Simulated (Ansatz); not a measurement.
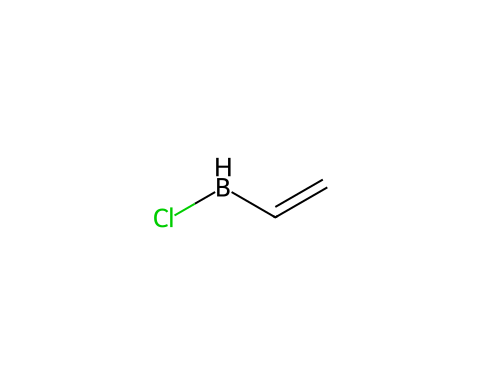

Skeletal drawing of a molecule.

Transcribe the drawing into SMILES.

Answer. C=CBCl

Give the formula, hydrogens included.

Answer. C2H4BCl.

An optimisation with PBE0-D4/def2-TZVP gave a structure of which point group?

Answer. Cs. Other conformers may differ.

The parts below concern this one geometry. Atoms keep their numbers from picture to picture. The computed structure is the end point of a PBE0-D4/def2-TZVP optimisation.

Geometry

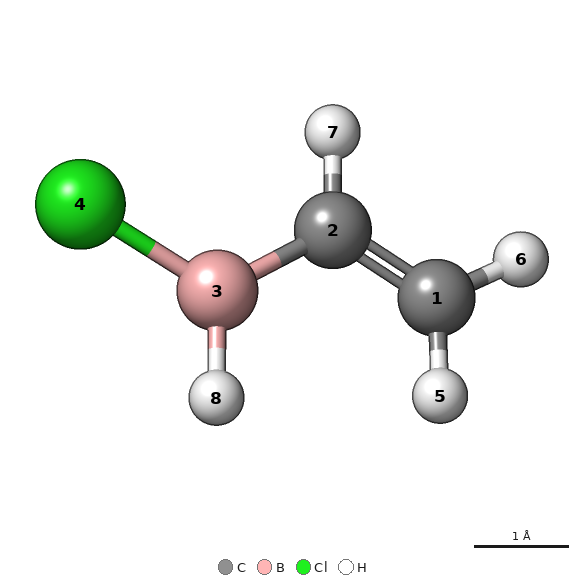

Numbered structure.

Give these bond angles: C2–C1–H5, C2–C1–H6, H5–C1–H6, C1–C2–B3, C1–C2–H7, B3–C2–H7, C2–B3–Cl4, C2–B3–H8, Cl4–B3–H8.

| angle | degrees |
| --- | --- |
| C2–C1–H5 | 120.9 |
| C2–C1–H6 | 122.7 |
| H5–C1–H6 | 116.4 |
| C1–C2–B3 | 119.9 |
| C1–C2–H7 | 118.9 |
| B3–C2–H7 | 121.2 |
| C2–B3–Cl4 | 121.0 |
| C2–B3–H8 | 121.9 |
| Cl4–B3–H8 | 117.1 |

Dipole moment

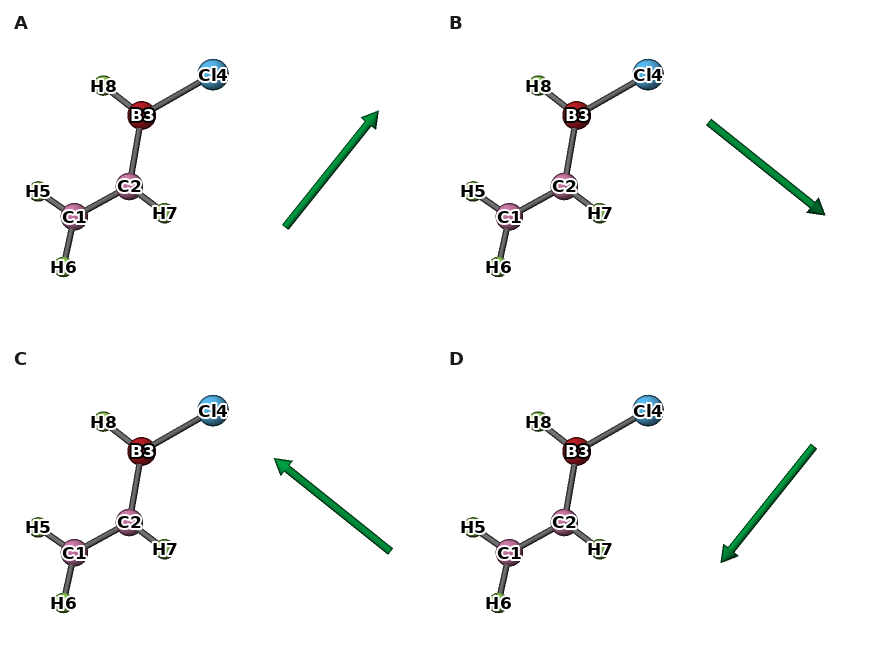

The same molecule four times, each with an arrow. Properties computed with RKS PBE0-D4/def2-TZVP (Ansatz 0.2.0).

Which arrow points along the dipole moment, from the negative to the positive end?

Answer. D. The dipole moment is 1.96 D; it points from the side of Cl4 to the side of H6 (the outermost atoms at the two ends).

Vibrations

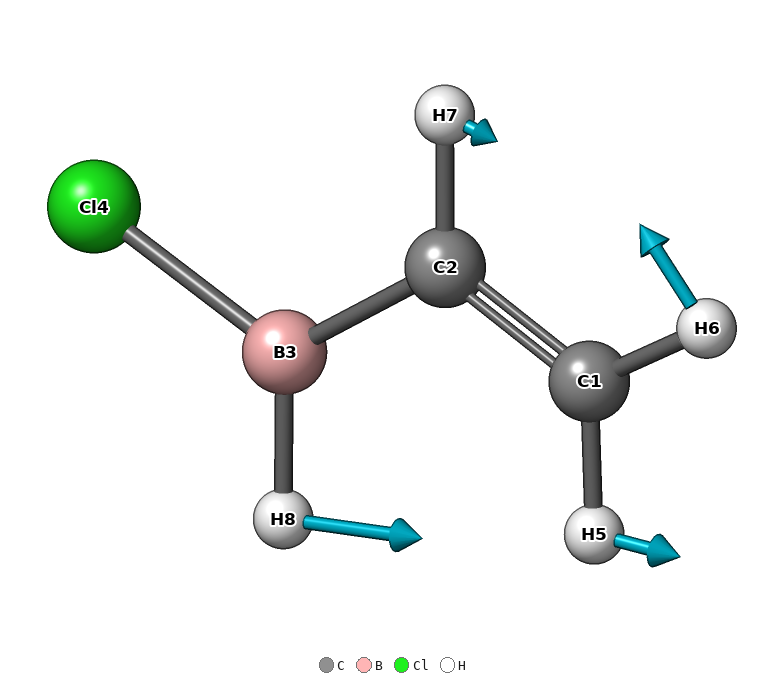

The arrows show one normal mode. Harmonic vibrations computed with RKS PBE0-D4/def2-TZVP (Ansatz 0.2.0) at a stationary point of the same level.

At what wavenumber does it lie?

Answer. 950 cm⁻¹; it is mode 7 of 18 counted from the lowest.

Electronic properties

Properties computed with RKS PBE0-D4/def2-TZVPP (Ansatz 0.2.0).

What does the calculation give?

- HOMO energy (Kohn–Sham orbital): −8.46 eV
- LUMO energy (Kohn–Sham orbital): −2.07 eV
- HOMO–LUMO gap: 6.39 eV
- dispersion correction: −11.4 kJ/mol
